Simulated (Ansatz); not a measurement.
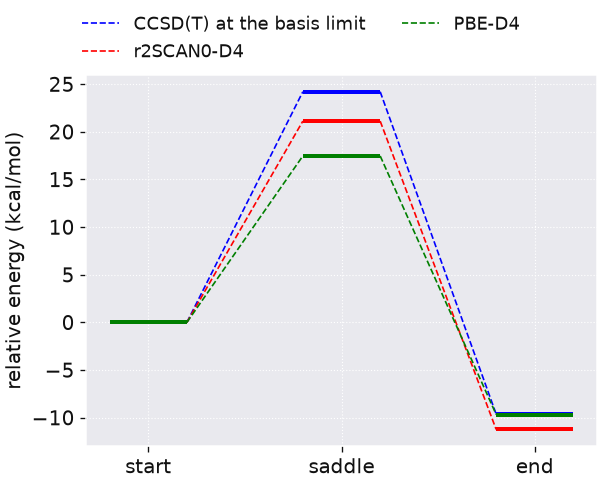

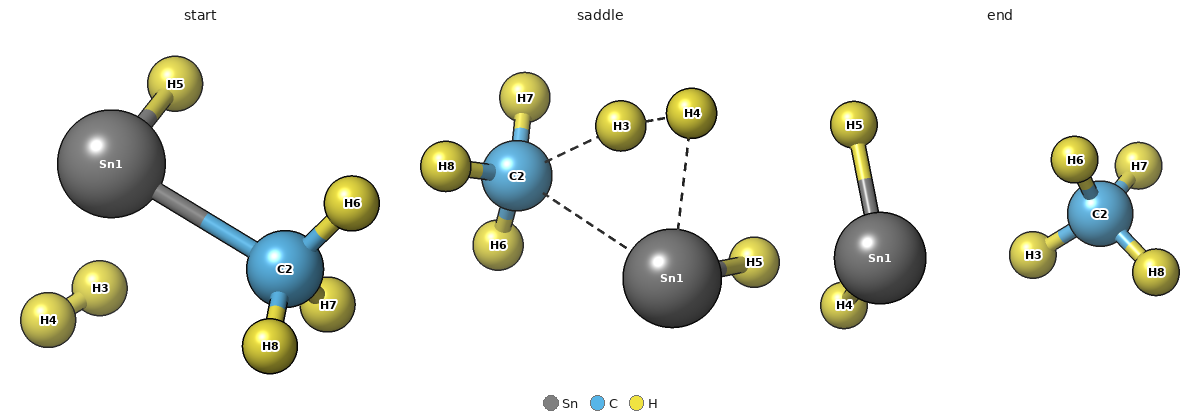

One elementary step of CH₆Sn, singlet: start, first-order saddle point (changing pairs dashed) and end. Electronic energies at PBE0-D4/def2-TZVP geometries, energies in def2-TZVPP, the Ansatz code; cores frozen in correlated methods, no zero-point terms. Start and end are the structures at the ends of the path (complexes, where there are several molecules). On heavy atoms the filled d shell below the valence is correlated. The limit is the MP2 basis limit plus CCSD(T) less MP2 in triple zeta. Lines between the levels only guide the eye.

Question: Which bonds change in the step?

Answer: Sn1–H4 (2.46 → 1.94 → 1.77 Å) and C2–H3 (3.15 → 1.52 → 1.10 Å) form; Sn1–C2 (2.19 → 2.44 → 3.09 Å) and H3–H4 (0.76 → 1.03 → 2.45 Å) break (lengths at start, saddle and end; changes of bond order aren't listed). The imaginary mode at the saddle is 1380.2i cm⁻¹ (PBE0-D4).

Question: What are the heights of saddle and end over the start, in kcal/mol?

Answer:
```tsv
level	barrier	reverse barrier	step energy
CCSD(T) at the basis limit	24.2	33.8	−9.6
r2SCAN0-D4	21.1	32.4	−11.2
PBE-D4	17.5	27.1	−9.7
```

Limits of at least one run: core potentials past krypton; spin-orbit coupling is left out, and with Sn it can shift these energies.
